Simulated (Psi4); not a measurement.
**FHIn (SMILES [F][InH]) at UBP86/def2-SV(P) (core potential, sweep point 1)**

Aim: the vertical doublet–quartet gap of FHIn at UBP86/def2-SV(P) (core potential, sweep point 1), from 2 runs. 

The calculation is run with Psi4 1.11.

## 1. The molecule

The species is FHIn (3 atoms), typed as a doublet with charge 0. As SMILES, `[F][InH]`. The shape is that of a PBE0-D4/def2-TZVP optimisation.

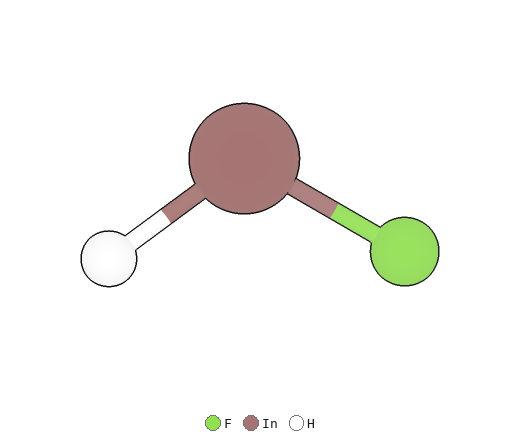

Viewed from a chosen angle; fluorine green, indium brown, hydrogen white.

## 2. A single-point energy at UBP86/def2-SV(P) (core potential, sweep point 1)

calc.inp reads:

```
memory 1600 MB

molecule m {
  0 2
  F      1.088400     0.989500     0.694300
  In    -0.522500     0.355100    -0.244800
  H     -0.576900    -1.409400    -0.462800
  symmetry c1
}

set reference uks
set puream true
set scf_type pk
set dft_radial_points 99
set dft_spherical_points 590
set maxiter 150

energy('bp86/def2-SV(P)')
```

The run is started by

```bash
$ psi4 -n 1 calc.inp calc.out
```

calc.out, shortened:

```text
[...]
    !!!  WARNING: ECP capability is in beta. Please check occupations closely.  !!!
[...]
  Running in c1 symmetry.
[...]
  Nuclear repulsion =   58.542473673905171
[...]
  Multiplicity = 2
[...]
  Nalpha       = 16
  Nbeta        = 15
[...]
    Number of basis functions: 42
[...]
   @UKS iter   1:  -290.47269196915749   -9.47821e-01   1.30808e-02 DIIS/ADIIS
[...]
   @UKS iter  10:  -290.59479837908367   -2.47337e-09   2.07923e-07 DIIS
[...]
   @S^2 Observed:                7.534871046E-01
[...]
    Orbital Energies [Eh]
    ---------------------
    Alpha Occupied:
       1A    -24.216112     2A     -4.496577     3A     -2.941953
       4A     -2.935430     5A     -2.932533     6A     -0.969702
       7A     -0.707393     8A     -0.703773     9A     -0.701773
      10A     -0.699587    11A     -0.693899    12A     -0.390819
      13A     -0.311816    14A     -0.290382    15A     -0.285950
      16A     -0.197104
    Alpha Virtual:
      17A     -0.095372    18A     -0.022577    19A      0.030835
      20A      0.113206    21A      0.142593    22A      0.153736
      23A      0.204194    24A      0.274857    25A      0.298973
[...]
  @UKS Final Energy:  -290.59479837908367
   => Energetics <=
    Nuclear Repulsion Energy =             58.5424736739051710
    One-Electron Energy =                -592.0814329468712458
    Two-Electron Energy =                 270.5971136951906146
    DFT Exchange-Correlation Energy =     -27.6529528013082135
    Empirical Dispersion Energy =           0.0000000000000000
    VV10 Nonlocal Energy =                  0.0000000000000000
    Total Energy =                       -290.5947983790836702
[...]
 Multipole Moments:
 ------------------------------------------------------------------------------------
     Multipole            Electronic (a.u.)      Nuclear  (a.u.)        Total (a.u.)
 ------------------------------------------------------------------------------------
 L = 1.  Multiply by 2.5417464519 to convert [e a0] to [Debye]
 Dipole X            :        -17.0360279           16.1020080           -0.9340199
 Dipole Y            :         -3.2188951            3.0069949           -0.2119002
 Dipole Z            :         -0.0000000           -0.0000000           -0.0000000
 Magnitude           :                                                    0.9577551
[...]
```

Wall time 6.3 s (1 thread of Intel Xeon Platinum 8488C (Sapphire Rapids), shared host); peak memory 0.39 GiB.

## 3. The quartet

job.dat reads:

```
memory 1600 mb

molecule {
  0 4
  F      1.088400     0.989500     0.694300
  In    -0.522500     0.355100    -0.244800
  H     -0.576900    -1.409400    -0.462800
  symmetry c1
}

set globals {
  basis def2-SV(P)
  reference uks
  puream true
  scf_type pk
  dft_radial_points 99
  dft_spherical_points 590
  maxiter 150
}

e_tot = energy("bp86")
print_variables()
```

The run is started by

```bash
$ psi4 -i job.dat -o job.out -n 1
```

job.out, shortened:

```text
[...]
    !!!  WARNING: ECP capability is in beta. Please check occupations closely.  !!!
[...]
  Running in c1 symmetry.
[...]
  Nuclear repulsion =   58.542473673905171
[...]
  Multiplicity = 4
[...]
  Nalpha       = 17
  Nbeta        = 14
[...]
    Number of basis functions: 42
[...]
   @UKS iter   1:  -290.32433050990790   -7.99460e-01   9.83207e-03 DIIS/ADIIS
[...]
   @UKS iter  10:  -290.39937005405727   -3.34040e-09   3.42907e-07 DIIS
[...]
   @S^2 Observed:                3.755033997E+00
[...]
    Orbital Energies [Eh]
    ---------------------
    Alpha Occupied:
       1A    -24.310594     2A     -4.517057     3A     -2.961850
       4A     -2.958673     5A     -2.950140     6A     -1.056954
       7A     -0.735748     8A     -0.726463     9A     -0.719593
      10A     -0.717301    11A     -0.716199    12A     -0.460116
      13A     -0.397119    14A     -0.371860    15A     -0.361467
      16A     -0.232232    17A     -0.118393
    Alpha Virtual:
      18A     -0.053566    19A     -0.000378    20A      0.083655
      21A      0.130035    22A      0.134285    23A      0.174958
      24A      0.252192    25A      0.275737    26A      0.295443
[...]
  @UKS Final Energy:  -290.39937005405727
   => Energetics <=
    Nuclear Repulsion Energy =             58.5424736739051710
    One-Electron Energy =                -590.7481691994721587
    Two-Electron Energy =                 269.3878804773350453
    DFT Exchange-Correlation Energy =     -27.5815550058253685
    Empirical Dispersion Energy =           0.0000000000000000
    VV10 Nonlocal Energy =                  0.0000000000000000
    Total Energy =                       -290.3993700540572718
[...]
 Multipole Moments:
 ------------------------------------------------------------------------------------
     Multipole            Electronic (a.u.)      Nuclear  (a.u.)        Total (a.u.)
 ------------------------------------------------------------------------------------
 L = 1.  Multiply by 2.5417464519 to convert [e a0] to [Debye]
 Dipole X            :        -16.5703147           16.1020080           -0.4683068
 Dipole Y            :         -3.5937438            3.0069949           -0.5867488
 Dipole Z            :          0.0000000           -0.0000000            0.0000000
 Magnitude           :                                                    0.7507233
[...]
```

Run time: 6.9 s. Hardware: 1 thread of Intel Xeon Platinum 8488C (Sapphire Rapids), shared host; peak memory 0.39 GiB.

## 4. Results

At UBP86/def2-SV(P) (core potential, sweep point 1):

```
                                        quantity          value
                           doublet: total energy  -290.59480 Eh
                          doublet: dipole moment         2.43 D
     doublet: HOMO energy (highest over α and β)       -5.36 eV
      doublet: LUMO energy (lowest over α and β)       -4.30 eV
                                   doublet: ⟨S²⟩          0.753
                           quartet: total energy  -290.39937 Eh
                          quartet: dipole moment         1.91 D
     quartet: HOMO energy (highest over α and β)       -3.22 eV
                                   quartet: ⟨S²⟩          3.755
vertical energy of the quartet above the doublet       5.318 eV
```

**Reading.** At this shape the quartet lies 5.32 eV (513 kJ/mol) above the doublet.
